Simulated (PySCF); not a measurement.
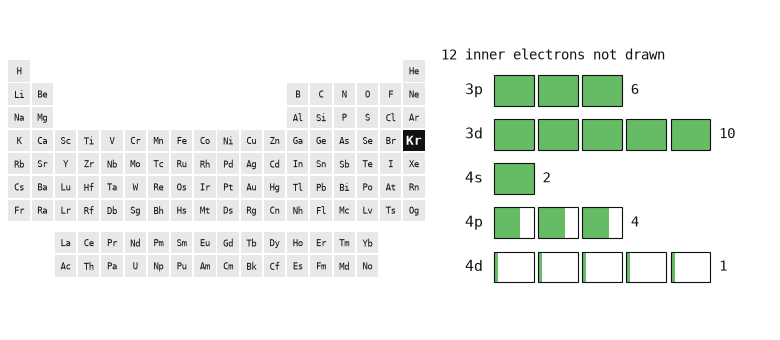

**Figure 1.** Left, the place of krypton in the periodic table; right, the outer shells of the nominal configuration: a box for each of the 2l + 1 orbitals, shaded by the share of the shell that is filled, with the electron count at the right.

Run report: Kr⁺, atomic calculation

- system: Kr⁺, configuration 1s2 2s2 2p6 3s2 3p6 3d10 4s2 4p4 4d1, multiplicity 4.
- method: unrestricted HF, def2-TZVPPD, non-relativistic, point nucleus (PySCF)

Key numbers:

- outcome: converged
- total energy: −2751.0016 hartree
- kinetic energy: 2750.8852 hartree
- −E/T (1 by the virial theorem at the basis-set limit): 1.0000
- ⟨S²⟩: 3.761
- ⟨L²⟩: 8.05
- SCF iterations: 7
- hardware: 1 CPU thread, shared host
- CPU time: 1.6 s (integrals apart)

Remarks:

This is not the ground configuration of the species. ⟨L²⟩ departs from that of the intended term, so the determinant mixes terms.

The input:
```python
from pyscf import gto, scf, dft, mp, cc
import basis_set_exchange as bse
mol = gto.M(atom="Kr 0 0 0", charge=1, spin=3, symmetry="D2h",
            basis=gto.basis.parse(bse.get_basis("def2-TZVPPD", elements=["Kr"], fmt="nwchem")))
mf = scf.UHF(mol)
mf.irrep_nelec = {'Ag': (6, 6), 'B1g': (1, 1), 'B2g': (2, 1), 'B3g': (1, 1), 'B1u': (3, 2), 'B2u': (3, 3), 'B3u': (3, 2)}
mf.kernel()
```

The script is an equivalent of what the driver set up; the driver started from orbitals of its own, so the log can be shorter than this script's would be, and it computed the properties (radii, ⟨L²⟩, response) afterwards. It held the occupations shell by shell, which the script's counts by irreducible representation don't always enforce.

Log (extracts):
```
damping factor = 0
level_shift factor = 0
DIIS = <class 'pyscf.scf.diis.CDIIS'>
diis_start_cycle = 1
diis_space = 10
diis_damp = 0
SCF conv_tol = 1e-09
SCF conv_tol_grad = None
number electrons alpha = 19  beta = 16
cycle= 1 E= -2751.00053295586  delta_E= -0.00835  |g|= 0.0382  |ddm|= 0.0708
cycle= 2 E= -2751.00148448595  delta_E= -0.000952  |g|= 0.0137  |ddm|= 0.0248
cycle= 3 E= -2751.00163251556  delta_E= -0.000148  |g|= 0.00112  |ddm|= 0.0152
cycle= 4 E= -2751.00163384009  delta_E= -1.32e-06  |g|= 0.000443  |ddm|= 0.00201
cycle= 5 E= -2751.00163402237  delta_E= -1.82e-07  |g|= 0.000109  |ddm|= 0.000836
cycle= 6 E= -2751.00163404302  delta_E= -2.06e-08  |g|= 1.13e-05  |ddm|= 0.000364
cycle= 7 E= -2751.00163404321  delta_E= -1.88e-10  |g|= 2.23e-06  |ddm|= 2.89e-05
converged SCF energy = -2751.00163404321  <S^2> = 3.7610886  2S+1 = 4.0055405
```

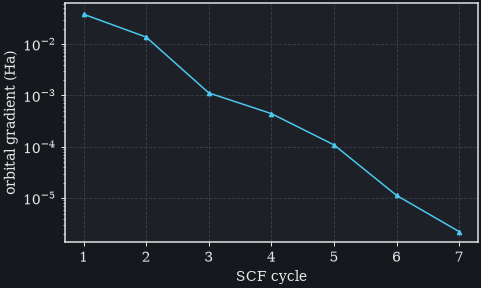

**Figure 2.** Convergence: orbital gradient against the SCF cycle. The residual falls at every step. It goes from 0.038 to 2.2×10⁻⁶ in 7 steps.

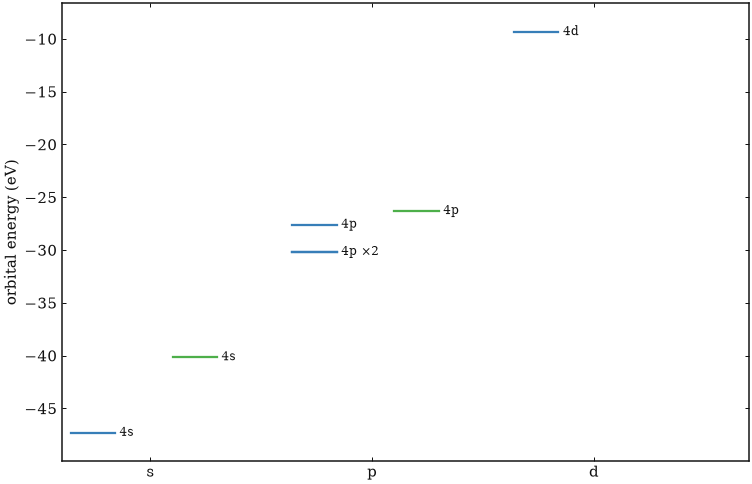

**Figure 3.** Orbital energies of the mean field, from the top down to −47.3 eV, by angular momentum, α spin at the left of each column and β at the right; ×n counts the orbitals under one label. Empty levels that the record names by l alone aren't drawn. The highest filled orbital is 4d α at −9.30 eV, the lowest empty one p β at −13.0 eV.

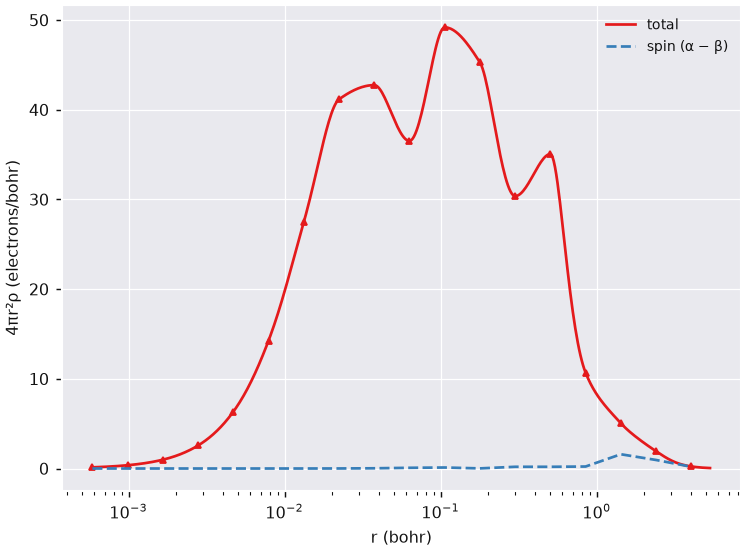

**Figure 4.** Spherically averaged radial density 4πr²ρ of the mean field and its spin part; markers are the stored points, which are sparse, and the line is a monotone interpolation between them. The largest stored value is 49.2 electrons/bohr at r = 0.11 bohr. Root-mean-square radii of the shells: 3s 0.576, 3p 0.586, 3d 0.608, 4s 1.67, 4p 1.92, 4d 3.23 bohr.
